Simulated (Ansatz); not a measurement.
## Sn: pressure series

The parent structure is Sn (space group I4/mmm, No. 139; a = 3.281 Å, c = 4.920 Å).

Cell and atoms are relaxed at each pressure.

Calculations: plane-wave PAW DFT at the PBEsol level (Ansatz, a quantum-chemistry and plane-wave program, 420 eV), no SOC.

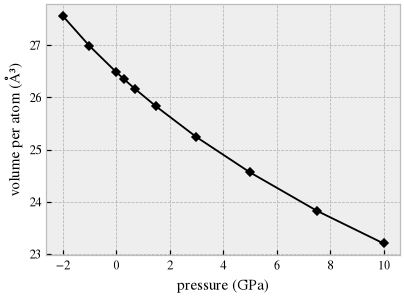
*Volume per atom against pressure*

| pressure (GPa) | volume per atom |
|---|---|
| -2 | 27.56 Å³ |
| -1 | 26.99 Å³ |
| 0.3 | 26.35 Å³ |
| 0.7 | 26.17 Å³ |
| 1.5 | 25.83 Å³ |
| 3 | 25.24 Å³ |
| 5 | 24.56 Å³ |
| 7.5 | 23.83 Å³ |
| 10 | 23.20 Å³ |

Load acts through the strain it causes; cell and atoms are relaxed under it. Stability against distortions was not tested. No other phases were tried under pressure. This is not the structure that Sn has at room temperature and ambient pressure.
